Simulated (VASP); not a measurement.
# Which face does Ca expose?

How do surface energy, work function and relaxation of Ca depend on the face?

Main program and level: VASP 6.6.1; PBE; plane waves and PAW (Ca_pv).

## Step 1: The structure

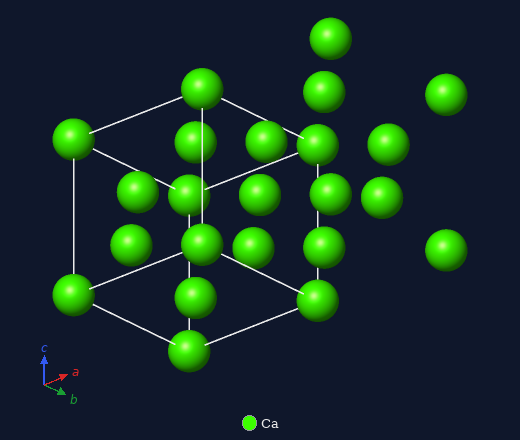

The cell as given, from a free direction (calcium green). 2×1×1 cells are drawn. This picture shows the conventional cell, with its axes. Some periodic images of atoms are drawn too.

As a file:

```xyz
1
Lattice="0.0000 2.7900 2.7900 2.7900 0.0000 2.7900 2.7900 2.7900 0.0000" Properties=species:S:1:pos:R:3 pbc="T T T"
Ca    0.0000    0.0000    0.0000
```

## Step 2: The bulk reference, job relaxation, k-mesh 12×12×12

The bulk crystal is relaxed first, so that the slabs are cut at this functional's lattice.

The input, INCAR:

```
SYSTEM = Ca
PREC = Accurate
ENCUT = 420
EDIFF = 1E-06
NELM = 120
ISMEAR = 1
SIGMA = 0.15
LREAL = .FALSE.
ALGO = Normal
GGA = PE
NBANDS = 10
LORBIT = 11
LWAVE = .FALSE.
LCHARG = .FALSE.
KPAR = 4
LASPH = .TRUE.
IBRION = 2
NSW = 30
ISIF = 3
EDIFFG = -0.01
POTIM = 0.4
```

The input, POSCAR:

```
Ca
1.0
    0.0000000000      2.7900000000      2.7900000000
    2.7900000000      0.0000000000      2.7900000000
    2.7900000000      2.7900000000      0.0000000000
Ca
1
Direct
    0.0000000000      0.0000000000      0.0000000000
```

The input, KPOINTS:

```
Automatic mesh
0
Gamma
12 12 12
0 0 0
```

Potentials, in the order of the species: Ca_pv (PBE family, release 64).

Started as:

```console
$ mpirun -np 4 vasp_std
```

The log of the run:

```text
[banner, memory and clock lines left out]
running    4 mpi-ranks, on    1 nodes
 distrk:  each k-point on    1 cores,    4 groups
 distr:  one band on    1 cores,    1 groups

 POSCAR found type information on POSCAR Ca
 POSCAR found :  1 types and       1 ions
 LDA part: xc-table for (Slater+PW92), standard interpolation
 POSCAR, INCAR and KPOINTS ok, starting setup
 FFT: planning ... GRIDC
 FFT: planning ... GRID_SOFT
 FFT: planning ... GRID
 WAVECAR not read
 entering main loop
       N       E                     dE             d eps       ncg     rms          rms(c)
DAV:   1     0.336904701391E+02    0.33690E+02   -0.32080E+03  1468   0.849E+02
DAV:   2     0.232178652500E+00   -0.33458E+02   -0.33281E+02  1444   0.176E+02
DAV:   3    -0.185587850812E+01   -0.20881E+01   -0.20741E+01  1682   0.424E+01
DAV:   4    -0.190664924811E+01   -0.50771E-01   -0.50741E-01  2040   0.669E+00
DAV:   5    -0.190819664871E+01   -0.15474E-02   -0.15469E-02  2162   0.918E-01    0.738E-01
DAV:   6    -0.191326970071E+01   -0.50731E-02   -0.69419E-03  1848   0.138E+00    0.426E-01
DAV:   7    -0.191716677737E+01   -0.38971E-02   -0.75502E-03  1746   0.144E+00    0.515E-02
DAV:   8    -0.191712369005E+01    0.43087E-04   -0.35966E-04  1820   0.293E-01    0.857E-03
DAV:   9    -0.191713032357E+01   -0.66335E-05   -0.16057E-05  2130   0.299E-02    0.666E-03
DAV:  10    -0.191713301396E+01   -0.26904E-05   -0.10426E-06  1772   0.156E-02    0.261E-03
DAV:  11    -0.191713387879E+01   -0.86483E-06   -0.13368E-07  1010   0.616E-03
   1 F= -.19171339E+01 E0= -.19163193E+01  d E =-.191713E+01
 curvature:   0.00 expect dE= 0.000E+00 dE for cont linesearch  0.000E+00
 trial: gam= 0.00000 g(F)=  0.132E-64 g(S)=  0.213E-02 ort = 0.000E+00 (trialstep = 0.100E+01)
 search vector abs. value=  0.213E-02
 bond charge predicted
       N       E                     dE             d eps       ncg     rms          rms(c)
DAV:   1    -0.192701601654E+01   -0.98830E-02   -0.27159E-01  1532   0.960E+00    0.465E-01
DAV:   2    -0.192066532586E+01    0.63507E-02   -0.87375E-03  1568   0.162E+00    0.230E-01
DAV:   3    -0.191874963145E+01    0.19157E-02   -0.52030E-03  1852   0.123E+00    0.208E-02
DAV:   4    -0.191872799681E+01    0.21635E-04   -0.12637E-04  1688   0.175E-01    0.900E-03
DAV:   5    -0.191872870171E+01   -0.70491E-06   -0.71784E-06  2198   0.315E-02
   2 F= -.19187287E+01 E0= -.19178598E+01  d E =-.159482E-02
 trial-energy change:   -0.001595  1 .order   -0.001590   -0.002129   -0.001050
 step:   1.9212(harm=  1.9733)  dis= 0.00000  next Energy=    -1.919216 (dE=-0.208E-02)
 bond charge predicted
       N       E                     dE             d eps       ncg     rms          rms(c)
DAV:   1    -0.192628182092E+01   -0.75538E-02   -0.23302E-01  1524   0.892E+00    0.430E-01
DAV:   2    -0.192085899268E+01    0.54228E-02   -0.74768E-03  1562   0.150E+00    0.213E-01
DAV:   3    -0.191922567957E+01    0.16333E-02   -0.44211E-03  1836   0.113E+00    0.195E-02
DAV:   4    -0.191920866530E+01    0.17014E-04   -0.11464E-04  1664   0.168E-01    0.811E-03
DAV:   5    -0.191920894434E+01   -0.27904E-06   -0.65623E-06  2172   0.331E-02
   3 F= -.19192089E+01 E0= -.19182893E+01  d E =-.207507E-02
 curvature:  -0.98 expect dE=-0.621E-07 dE for cont linesearch -0.621E-07
 trial: gam=-0.00541 g(F)=  0.124E-62 g(S)=  0.631E-07 ort = 0.116E-04 (trialstep = 0.118E+01)
 search vector abs. value=  0.102E-09
 reached required accuracy - stopping structural energy minimisation
```

Run time: 13 s. Hardware: 4 MPI ranks of Intel Xeon 6975P-C (Granite Rapids), shared host; peak memory 0.67 GiB.

The logs omit lines about the potential files and the build; timing stands in the text.

From OUTCAR (step 2):

```text
ion  position               nearest neighbor table
   1  0.000  0.000  0.000-

  LATTYP: Found a face centered cubic cell.
 ALAT       =     5.5800000000

 Subroutine GETGRP returns: Found 48 space group operations
 (whereof 48 operations were pure point group operations)

The static configuration has the point symmetry O_h .

 Found     72 irreducible k-points:

   k-points           NKPTS =     72   k-points in BZ     NKDIM =     72   number of bands    NBANDS=     10

   dimension x,y,z NGX =    28 NGY =   28 NGZ =   28
   dimension x,y,z NGXF=    56 NGYF=   56 NGZF=   56

   ENCUT  =  420.0 eV  30.87 Ry    5.56 a.u.   6.59  6.59  6.59*2*pi/ulx,y,z

   NELECT =       8.0000    total number of electrons

 k-points in reciprocal lattice and weights: Automatic mesh
   0.00000000  0.00000000  0.00000000       0.001
   0.08333333  0.00000000  0.00000000       0.005
   0.16666667  0.00000000  0.00000000       0.005
   0.25000000  0.00000000  0.00000000       0.005
   0.33333333  0.00000000  0.00000000       0.005
   0.41666667  0.00000000  0.00000000       0.005
   0.50000000  0.00000000  0.00000000       0.002
   0.08333333  0.08333333  0.00000000       0.003
   0.16666667  0.08333333  0.00000000       0.014
[...]
-0.33333333  0.50000000  0.16666667       0.007
  -0.25000000  0.50000000  0.25000000       0.003

 average (electrostatic) potential at core
       1 -49.7626

 E-fermi :   2.2041

 k-point     1 :       0.0000    0.0000    0.0000
  band No.  band energies     occupation
      1     -20.7072      2.00000
      2     -20.7072      2.00000
      3     -20.7072      2.00000
      4      -1.8208      2.00000
      5       4.5558     -0.00000
      6       4.5558     -0.00000
      7       4.5558     -0.00000
      8       5.6293      0.00000
      9       5.6293      0.00000
    ...

 k-point     2 :       0.0833    0.0000    0.0000
  band No.  band energies     occupation
      1     -20.7167      2.00000
      2     -20.7085      2.00000
      3     -20.7085      2.00000
      4      -1.7023      2.00000
      5       4.4272     -0.00000
      6       4.6008     -0.00000
      7       4.6008     -0.00000
      8       5.5903      0.00000
      9       5.5903      0.00000
    ...

 k-point     3 :       0.1667    0.0000    0.0000
  band No.  band energies     occupation
      1     -20.7425      2.00000
      2     -20.7120      2.00000
      3     -20.7120      2.00000
      4      -1.3544      2.00000
      5       4.0904     -0.00000
      6       4.6889     -0.00000
      7       4.6889     -0.00000
      8       5.5391      0.00000
      9       5.5391      0.00000
    ...

  Total       -0.0007381     -0.0007381     -0.0007381     -0.0000000      0.0000000     -0.0000000
  in kB       -0.0280648     -0.0280648     -0.0280648     -0.0000000      0.0000000     -0.0000000
  external PRESSURE =      -0.0280648 kB  Pullay stress =       0.0000000 kB

  energy-cutoff  :      420.00
  volume of cell :       42.14
      direct lattice vectors                 reciprocal lattice vectors
     0.000000000  2.761948397  2.761948397    -0.181031623  0.181031623  0.181031623
     2.761948397 -0.000000000  2.761948397     0.181031623 -0.181031623  0.181031623
     2.761948397  2.761948397 -0.000000000     0.181031623  0.181031623 -0.181031623

 POSITION                                       TOTAL-FORCE (eV/Angst)
 -----------------------------------------------------------------------------------
      0.00000      0.00000      0.00000        -0.000000      0.000000     -0.000000
 -----------------------------------------------------------------------------------
    total drift:                               -0.000000     -0.000000     -0.000000

  FREE ENERGIE OF THE ION-ELECTRON SYSTEM (eV)
  ---------------------------------------------------
  free  energy   TOTEN  =        -1.9192089443 eV

  energy  without entropy=       -1.9164499682  energy(sigma->0) =       -1.91828929

 reached required accuracy - stopping structural energy minimisation

 total charge
# of ion       s       p       d       tot
------------------------------------------
    1        0.318   6.110   0.251   6.679

[... 3 further parts left out ...]
```

CONTCAR:

```
Ca
   1.00000000000000
     0.0000000000000000    2.7619483972991348    2.7619483972991348
     2.7619483972991348   -0.0000000000000000    2.7619483972991348
     2.7619483972991348    2.7619483972991348   -0.0000000000000000
  Ca
     1
Direct
     0.0000000000000000    0.0000000000000000    0.0000000000000000
```

The run keeps the 48 symmetry operations of its start, so it cannot find a distortion of lower symmetry.

The steps of the relaxation:

```csv
step,energy less that of the first step (eV),largest force (eV/Å),pressure (GPa),volume (Å³)
1,0.0000,0.0000,-0.50,43.44
2,-0.0016,0.0000,-0.25,42.76
3,-0.0021,0.0000,0.00,42.14
```

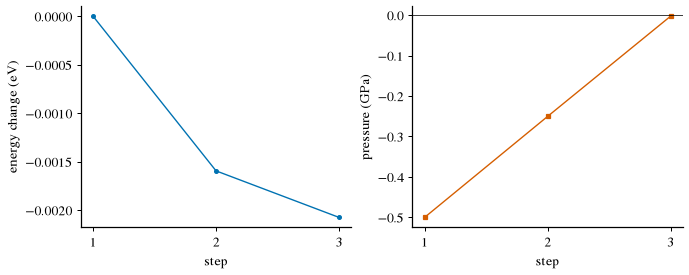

Energy and pressure along the relaxation.

```csv
"conventional cell, symmetrised",before,after,change
a (Å),5.580,5.524,-1.0 %
b (Å),5.580,5.524,-1.0 %
c (Å),5.580,5.524,-1.0 %
volume (Å³/atom),43.44,42.14,-3.0 %
```

Final coordinates:

```xyz
1
Lattice="0.0000 2.7619 2.7619 2.7619 0.0000 2.7619 2.7619 2.7619 0.0000" Properties=species:S:1:pos:R:3 pbc="T T T"
Ca    0.0000    0.0000    0.0000
```

This step gave:

```yaml
electronic_cycles: 21
electrons: 8
free_energy_toten: -1.919 eV
energy_at_zero_smearing: -1.918 eV
fermi_energy: 2.204 eV
metallic: yes
```

The run ended after 3 ionic steps, 0.002 eV below its first step, once forces and stress met EDIFFG = -0.01.

Energy at zero smearing: -1.91829 eV.

## Step 3: The bulk reference, job self-consistent run, k-mesh 15×15×15

The input, INCAR:

```
SYSTEM = Ca
PREC = Normal
ENCUT = 320
EDIFF = 1E-06
NELM = 120
ISMEAR = 1
SIGMA = 0.15
LREAL = .FALSE.
ALGO = Fast
GGA = PE
NBANDS = 10
LORBIT = 11
LWAVE = .FALSE.
LCHARG = .FALSE.
KPAR = 4
LASPH = .TRUE.
```

The input, POSCAR:

```
Ca
1.0
    0.0000000000      2.7619483973      2.7619483973
    2.7619483973      0.0000000000      2.7619483973
    2.7619483973      2.7619483973      0.0000000000
Ca
1
Direct
    0.0000000000      0.0000000000      0.0000000000
```

The input, KPOINTS:

```
Automatic mesh
0
Gamma
15 15 15
0 0 0
```

Started as:

```console
$ mpirun -np 4 vasp_std
```

The log of the run:

```text
[... set-up lines as in an earlier step ...]
 entering main loop
       N       E                     dE             d eps       ncg     rms          rms(c)
DAV:   1     0.295227033783E+02    0.29523E+02   -0.28350E+03  2458   0.766E+02
DAV:   2    -0.171533841985E+00   -0.29694E+02   -0.29464E+02  2432   0.159E+02
DAV:   3    -0.186600394830E+01   -0.16945E+01   -0.16869E+01  2716   0.379E+01
DAV:   4    -0.191113193414E+01   -0.45128E-01   -0.45078E-01  3668   0.624E+00
DAV:   5    -0.191210398944E+01   -0.97206E-03   -0.97152E-03  3430   0.663E-01    0.745E-01
RMM:   6    -0.191664520023E+01   -0.45412E-02   -0.60035E-03  3028   0.116E+00    0.429E-01
RMM:   7    -0.192031368606E+01   -0.36685E-02   -0.86029E-03  3132   0.136E+00    0.527E-02
RMM:   8    -0.192032119734E+01   -0.75113E-05   -0.89630E-04  3329   0.351E-01    0.122E-02
RMM:   9    -0.192035981697E+01   -0.38620E-04   -0.30482E-04  3800   0.184E-01    0.841E-03
RMM:  10    -0.192036616229E+01   -0.63453E-05   -0.27330E-05  3790   0.530E-02    0.390E-03
RMM:  11    -0.192036838183E+01   -0.22195E-05   -0.10530E-05  3759   0.309E-02    0.186E-03
WARNING in EDDRMM: call to ZHEGV failed, returncode =   6  3      4
RMM:  12    -0.192036840734E+01   -0.25507E-07   -0.32700E-06  3143   0.150E-02
   1 F= -.19203684E+01 E0= -.19199860E+01  d E =-.114735E-02
```

It took 4.6 s on 4 MPI ranks; peak memory 0.5 GiB.

Parts of OUTCAR (step 3):

```text
  LATTYP: Found a face centered cubic cell.
 ALAT       =     5.5238967946

The static configuration has the point symmetry O_h .

 Found    120 irreducible k-points:

   k-points           NKPTS =    120   k-points in BZ     NKDIM =    120   number of bands    NBANDS=     10

   dimension x,y,z NGX =    18 NGY =   18 NGZ =   18
   dimension x,y,z NGXF=    36 NGYF=   36 NGZF=   36

   ENCUT  =  320.0 eV  23.52 Ry    4.85 a.u.   5.70  5.70  5.70*2*pi/ulx,y,z

   NELECT =       8.0000    total number of electrons

 E-fermi :   2.2037

 k-point     1 :       0.0000    0.0000    0.0000
  band No.  band energies     occupation
      1     -20.7074      2.00000
      2     -20.7073      2.00000
      3     -20.7073      2.00000
      4      -1.8205      2.00000
      5       4.5559     -0.00000
      6       4.5559     -0.00000
      7       4.5559     -0.00000
      8       5.6291      0.00000
      9       5.6291      0.00000
    ...

 k-point     2 :       0.0667    0.0000    0.0000
  band No.  band energies     occupation
      1     -20.7135      2.00000
      2     -20.7082      2.00000
      3     -20.7082      2.00000
      4      -1.7445      2.00000
      5       4.4725     -0.00000
      6       4.5855     -0.00000
      7       4.5855     -0.00000
      8       5.6029      0.00000
      9       5.6029      0.00000
    ...

  Total       -0.0001005     -0.0001005     -0.0001005      0.0000000      0.0000000      0.0000000
  in kB       -0.0038197     -0.0038197     -0.0038197      0.0000000      0.0000000      0.0000000
  external PRESSURE =      -0.0038197 kB  Pullay stress =       0.0000000 kB

  energy-cutoff  :      320.00
  volume of cell :       42.14
      direct lattice vectors                 reciprocal lattice vectors
     0.000000000  2.761948397  2.761948397    -0.181031623  0.181031623  0.181031623
     2.761948397  0.000000000  2.761948397     0.181031623 -0.181031623  0.181031623
     2.761948397  2.761948397  0.000000000     0.181031623  0.181031623 -0.181031623

 POSITION                                       TOTAL-FORCE (eV/Angst)
 -----------------------------------------------------------------------------------
      0.00000      0.00000      0.00000         0.000000      0.000000      0.000000
 -----------------------------------------------------------------------------------
    total drift:                                0.000000     -0.000000      0.000000

  FREE ENERGIE OF THE ION-ELECTRON SYSTEM (eV)
  ---------------------------------------------------
  free  energy   TOTEN  =        -1.9203684073 eV

  energy  without entropy=       -1.9192210527  energy(sigma->0) =       -1.91998596

 total charge
# of ion       s       p       d       tot
------------------------------------------
    1        0.319   6.110   0.250   6.679

[... 2 parts as in an earlier step ...]

[... 6 further parts left out ...]
```

Numbers from this step:

```
electronic cycles       : 12
free energy (TOTEN)     : -1.920 eV
energy at zero smearing : -1.920 eV
```

Energy at zero smearing: -1.91999 eV.

The run ends at a pressure of 0.00 GPa.

(Continued in part 2 of 4.)

[Lines on the potential files, build, host, timing and source positions are cut from VASP's logs without a mark.]

[Logs are printed without paths, hosts, clocks, repeated set-up lines and the standing remarks that a program may print on its own settings, such as how far it seeks lower states.]

[Hosts, paths, dates, database ids (printed as entryN), source tags and the programs' standing remarks are cut or masked in the printed files.]

[Runs that stopped without an error message from VASP are left out.]
